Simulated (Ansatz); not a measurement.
Process, species as SMILES: [Ge]=[S] (S-Ge) (closed-shell singlet) → Ge atom + S atom
B3LYP-D3(BJ)/def2-TZVP geometries, fixed; electronic energies without zero-point terms.
Largest species:
```
Ge
S 1 2.0285
```
Charge 0, spin multiplicity 1.

Basis-set convergence of the atomisation energy at B2PLYP with Ansatz (a first-principles code). Cartesian d functions, on some or all atoms, in 3-21G, 6-31G, 6-311G**; all else is spherical. Cores are frozen (with 3d on Ga to Br). Open shells are unrestricted. No added dispersion term, no relativity. Functions are those of the species that has most. Reference: the value in aug-cc-pV(5+d)Z, 132.24 kcal/mol, itself unsure by roughly 0.43 kcal/mol (its mean distance from pcseg-4, aug-pcseg-3, aug-cc-pV(Q+d)Z). Deviations are taken from unrounded values.

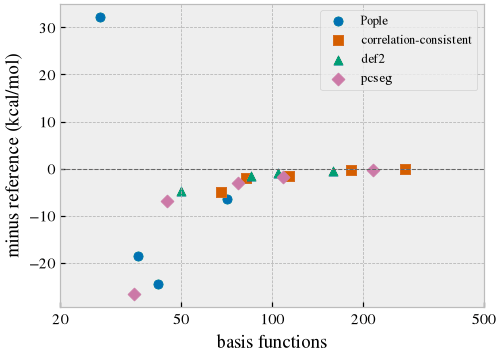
Fig. 1. Deviation from the reference against the number of basis functions, by family of sets.

```csv
basis,functions,atomisation energy (kcal/mol),minus reference (kcal/mol)
STO-3G,27,164.35,32.11
pcseg-0,35,105.68,-26.56
3-21G,36,113.66,-18.58
6-31G,42,107.76,-24.48
pcseg-1,45,125.29,-6.95
def2-SVP,50,127.42,-4.82
aug-cc-pV(D+d)Z,68,127.27,-4.98
6-311G**,71,125.80,-6.44
pcseg-2,77,129.07,-3.17
cc-pV(T+d)Z,82,130.24,-2.00
def2-TZVP,85,130.65,-1.60
def2-TZVPPD,105,131.25,-0.99
aug-pcseg-2,109,130.37,-1.87
aug-cc-pV(T+d)Z,114,130.57,-1.67
def2-QZVPP,159,131.65,-0.59
aug-cc-pV(Q+d)Z,182,131.85,-0.39
pcseg-4,216,131.99,-0.25
aug-cc-pV(5+d)Z,276,132.24,0.00
```
